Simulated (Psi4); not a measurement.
**GeH2Cl− (SMILES [Cl][GeH2-]) at 6 levels**

Aim: a comparison of 6 runs (HF/3-21G, HF/def2-SVP, BLYP/3-21G, CAM-B3LYP/6-31G, TPSSh/def2-SVP, BP86/def2-TZVP) of GeH2Cl−. 

Program for the calculation: Psi4 1.11.

11 further runs of the same task are left out: 3 for a known fault of the program, 2 that didn't finish, 6 set aside as unsound or not needed.

## 1. Starting point

GeH2Cl− has 4 atoms, charge -1, and is taken as a singlet. As SMILES, `[Cl][GeH2-]`. Geometry: a GFN2-xTB relaxation, a rough one for these elements and not checked as a minimum.

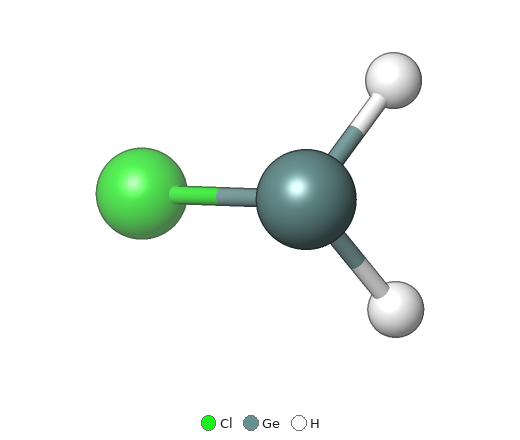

The structure, seen from a chosen angle (chlorine green, germanium teal, hydrogen white).

## 2. Energy and forces at HF/3-21G (run 1)

calc.py reads:

```python
import psi4

psi4.set_memory('1600 MB')
psi4.set_num_threads(1)
psi4.set_output_file('run.log', False)

molecule = psi4.geometry("""
-1 1
Cl    -1.566020     0.389730     1.014420
Ge     0.036260    -0.806600    -0.163840
H      0.151880     0.384060    -1.448900
H      1.377880     0.032810     0.598330
symmetry c1
""")

options = {'puream': True, 'e_convergence': 1e-09, 'd_convergence': 1e-08, 'scf_type': 'pk'}
psi4.set_options(options)

e = psi4.gradient("scf/3-21G", molecule=molecule)
print('gradient / Eh bohr^-1')
print(e.np.round(6))
```

Run with:

```console
$ python calc.py
```

run.log:

```text
[...]
  Running in c1 symmetry.
[...]
  Nuclear repulsion =  149.536647438768881
[...]
  Multiplicity = 1
[...]
  Nalpha       = 26
  Nbeta        = 26
[...]
    Number of basis functions: 39
[...]
   @RHF iter   1: -2523.22736142124859   -4.21223e+00   2.17758e-02 ADIIS/DIIS
[...]
   @RHF iter  10: -2523.83604469316197   -1.90994e-11   6.99402e-09 DIIS
[...]
    Orbital Energies [Eh]
    ---------------------
    Doubly Occupied:
       1A   -402.469799     2A   -103.859028     3A    -51.695737
       4A    -45.706939     5A    -45.706301     6A    -45.705857
       7A    -10.250951     8A     -7.714344     9A     -7.711683
      10A     -7.711554    11A     -6.925515    12A     -4.880634
      13A     -4.877091    14A     -4.873859    15A     -1.329703
      16A     -1.328305    17A     -1.324785    18A     -1.321051
      19A     -1.320013    20A     -0.843868    21A     -0.447853
      22A     -0.261916    23A     -0.256752    24A     -0.238394
      25A     -0.187413    26A     -0.111853
[...]
  @RHF Final Energy: -2523.83604469316197
   => Energetics <=
    Nuclear Repulsion Energy =            149.5366474387688811
    One-Electron Energy =               -3828.6229913434021910
    Two-Electron Energy =                1155.2502992114712015
    Total Energy =                      -2523.8360446931619663
[...]
 Multipole Moments:
 ------------------------------------------------------------------------------------
     Multipole            Electronic (a.u.)      Nuclear  (a.u.)        Total (a.u.)
 ------------------------------------------------------------------------------------
 L = 1.  Multiply by 2.5417464519 to convert [e a0] to [Debye]
 Dipole X            :          1.5804684           -1.3067793            0.2736891
 Dipole Y            :         -4.8859976            4.1372554           -0.7487422
 Dipole Z            :         -1.8168028            1.5173184           -0.2994844
 Magnitude           :                                                    0.8515935
[...]
  -Total Gradient:
     Atom            X                  Y                   Z
    ------   -----------------  -----------------  -----------------
       1        0.018247582465    -0.010702183387    -0.012685400118
       2       -0.039086772476    -0.024560565945     0.018929280887
       3        0.003928720138     0.019375506710    -0.014185776851
       4        0.016910469927     0.015887242571     0.007941896099
[...]
```

On the terminal:

```text
gradient / Eh bohr^-1
[[ 0.018248 -0.010702 -0.012685]
 [-0.039087 -0.024561  0.018929]
 [ 0.003929  0.019376 -0.014186]
 [ 0.01691   0.015887  0.007942]]
```

It took 1.5 s on 1 thread of Intel Xeon 6975P-C (Granite Rapids), shared host; peak memory 0.2 GiB.

## 3. Energy and gradient at HF/def2-SVP (run 2)

clgeh2.inp reads:

```
memory 1600 mb

molecule {
  -1 1
  Cl
  Ge 1 2.320949
  H 2 1.755682 1 93.86922
  H 2 1.756547 3 86.74444 1 -93.27194
  units angstrom
  symmetry c1
  no_reorient
  no_com
}

set {
  puream true
  e_convergence 1e-09
  d_convergence 1e-08
  scf_type pk
}

e, wfn = gradient("hf/def2-SVP", return_wfn=True)
```

Run with:

```console
$ psi4 -i clgeh2.inp -o clgeh2.out -n 1
```

clgeh2.out:

```text
[...]
  Running in c1 symmetry.
[...]
  Nuclear repulsion =  149.536633059876920
[...]
  Multiplicity = 1
[...]
  Nalpha       = 26
  Nbeta        = 26
[...]
    Number of basis functions: 60
[...]
   @RHF iter   1: -2534.37464859050260   -3.46172e+00   3.53521e-02 DIIS/ADIIS
[...]
   @RHF iter  12: -2535.65398169027958    0.00000e+00   2.84942e-09 DIIS
[...]
    Orbital Energies [Eh]
    ---------------------
    Doubly Occupied:
       1A   -404.986716     2A   -104.538742     3A    -51.912851
       4A    -46.013715     5A    -46.013028     6A    -46.012431
       7A    -10.300769     8A     -7.775334     9A     -7.773523
      10A     -7.773416    11A     -6.968291    12A     -4.946381
      13A     -4.943469    14A     -4.940413    15A     -1.420534
      16A     -1.418459    17A     -1.414987    18A     -1.413098
      19A     -1.410700    20A     -0.829834    21A     -0.440802
      22A     -0.256377    23A     -0.249019    24A     -0.231224
      25A     -0.180385    26A     -0.107565
[...]
  @RHF Final Energy: -2535.65398169027958
   => Energetics <=
    Nuclear Repulsion Energy =            149.5366330598769196
    One-Electron Energy =               -3841.8371045122426040
    Two-Electron Energy =                1156.6464897620862757
    Total Energy =                      -2535.6539816902795792
[...]
 Multipole Moments:
 ------------------------------------------------------------------------------------
     Multipole            Electronic (a.u.)      Nuclear  (a.u.)        Total (a.u.)
 ------------------------------------------------------------------------------------
 L = 1.  Multiply by 2.5417464519 to convert [e a0] to [Debye]
 Dipole X            :         -2.1770332            1.7752521           -0.4017811
 Dipole Y            :          2.2910196           -1.8701553            0.4208643
 Dipole Z            :          4.0776624           -3.8049723            0.2726901
 Magnitude           :                                                    0.6425844
[...]
  -Total Gradient:
     Atom            X                  Y                   Z
    ------   -----------------  -----------------  -----------------
       1        0.002136707912    -0.001970130406     0.008932213342
       2       -0.033902808573     0.035280452682    -0.007712463185
       3        0.004769687738    -0.027107929043    -0.000353671013
       4        0.026996412924    -0.006202393235    -0.000866079172
[...]
```

Run time: 3.3 s. Hardware: 1 thread of Intel Xeon 6975P-C (Granite Rapids), shared host; peak memory 0.23 GiB.

Runs 3 to 5 aren't shown in full; the table further down has their settings and results.

## 4. Energy and gradient at BP86/def2-TZVP (run 6)

run_ase.py reads:

```python
import numpy as np
from ase.calculators.psi4 import Psi4
from ase import Atoms

atoms = Atoms(['Cl', 'Ge', 'H', 'H'], positions=[
    [-1.566020, 0.389730, 1.014420],
    [0.036260, -0.806600, -0.163840],
    [0.151880, 0.384060, -1.448900],
    [1.377880, 0.032810, 0.598330],
])
calc = Psi4(atoms=atoms, method='bp86', basis='def2-TZVP', memory='1600MB', num_threads=1, charge=-1, multiplicity=1, label='calc')
calc.psi4.set_options({'puream': True, 'e_convergence': 1e-09, 'd_convergence': 1e-08, 'scf_type': 'pk', 'dft_radial_points': 99, 'dft_spherical_points': 590})
atoms.calc = calc

forces = atoms.get_forces()
print(f'energy: {atoms.get_potential_energy():.6f} eV')
print('forces / eV A^-1')
print(np.round(forces, 5))
```

Run with:

```console
$ python run_ase.py
```

calc.dat:

```text
[...]
  Running in c1 symmetry.
[...]
  Nuclear repulsion =  149.536647438768881
[...]
  Multiplicity = 1
[...]
  Nalpha       = 26
  Nbeta        = 26
[...]
    Number of basis functions: 97
[...]
   @RKS iter   1: -2536.72068178667951   -1.34410e+00   3.45264e-02 ADIIS/DIIS
[...]
   @RKS iter  14: -2538.80162608175988   -9.09495e-13   4.03403e-09 DIIS
[...]
    Orbital Energies [Eh]
    ---------------------
    Doubly Occupied:
       1A   -396.966868     2A   -100.481060     3A    -48.969418
       4A    -43.583124     5A    -43.581874     6A    -43.580981
       7A     -8.946468     8A     -6.765859     9A     -6.760940
      10A     -6.760636    11A     -5.751981    12A     -3.971332
      13A     -3.967026    14A     -3.964086    15A     -0.877140
      16A     -0.875530    17A     -0.873295    18A     -0.870565
      19A     -0.869506    20A     -0.512578    21A     -0.247603
      22A     -0.105583    23A     -0.088715    24A     -0.076676
      25A     -0.039845    26A      0.001243
[...]
  @RKS Final Energy: -2538.80162608175988
   => Energetics <=
    Nuclear Repulsion Energy =            149.5366474387688811
    One-Electron Energy =               -3841.4194277774045077
    Two-Electron Energy =                1261.5651283311119641
    DFT Exchange-Correlation Energy =    -108.4839740742357606
    Empirical Dispersion Energy =           0.0000000000000000
    VV10 Nonlocal Energy =                  0.0000000000000000
    Total Energy =                      -2538.8016260817598777
[...]
 Multipole Moments:
 ------------------------------------------------------------------------------------
     Multipole            Electronic (a.u.)      Nuclear  (a.u.)        Total (a.u.)
 ------------------------------------------------------------------------------------
 L = 1.  Multiply by 2.5417464519 to convert [e a0] to [Debye]
 Dipole X            :          1.1901983           -1.3067793           -0.1165810
 Dipole Y            :         -4.8315165            4.1372554           -0.6942611
 Dipole Z            :         -1.5699812            1.5173184           -0.0526628
 Magnitude           :                                                    0.7059482
[...]
  -Total Gradient:
     Atom            X                  Y                   Z
    ------   -----------------  -----------------  -----------------
       1        0.007692069163    -0.003875759034    -0.005152681207
       2       -0.022654989647    -0.020897339272     0.009693804786
       3        0.001826716118     0.013903520790    -0.011881841082
       4        0.013137771781     0.010871197813     0.007338638015
[...]
```

The script printed:

```text
energy: -69084.311087 eV
forces / eV A^-1
[[-0.39554  0.1993   0.26496]
 [ 1.16497  1.07458 -0.49848]
 [-0.09393 -0.71495  0.61099]
 [-0.67557 -0.55902 -0.37737]]
```

It took 13 s on 1 thread of Intel Xeon 6975P-C (Granite Rapids), shared host; peak memory 0.69 GiB.

## 5. Overview of the runs

```tsv
run	level	integration grid	energy (Eh)	HOMO energy (eV)	LUMO energy (eV)	HOMO–LUMO gap (eV)	wall time
1	HF/3-21G	–	-2523.836045	-3.04	7.93	10.98	1.5 s
2	HF/def2-SVP	–	-2535.653982	-2.93	8.47	11.40	3.3 s
3	BLYP/3-21G	99 radial × 590 angular	-2526.200785	0.63	4.55	3.92	3.6 s
4	CAM-B3LYP/6-31G	99 radial × 590 angular	-2538.203809	-2.03	5.59	7.63	6.6 s
5	TPSSh/def2-SVP	99 radial × 590 angular	-2538.042149	-0.12	4.96	5.07	12 s
6	BP86/def2-TZVP	99 radial × 590 angular	-2538.801626	0.03	4.01	3.97	13 s
```

## 6. What came out

| quantity | value |
| --- | --- |
| run 6: total energy | -2538.80163 Eh |
| run 6: HOMO energy | 0.03 eV |
| run 6: LUMO energy | 4.01 eV |
| run 6: HOMO–LUMO gap (to an unbound level, set by the basis) | 3.97 eV |
| run 6: largest force on an atom | 1.661 eV/Å |

The HOMO–LUMO gap runs from 3.92 eV (BLYP/3-21G) to 11.40 eV (HF/def2-SVP). The two ends differ in method and basis. The empty levels of an anion lie above zero and hang on the basis. Totals of different functionals can't be ranked against each other. In runs 3, 6 the HOMO lies above zero, so the outermost electron may be held by the basis alone. All runs together took 39 s, the longest 13 s.
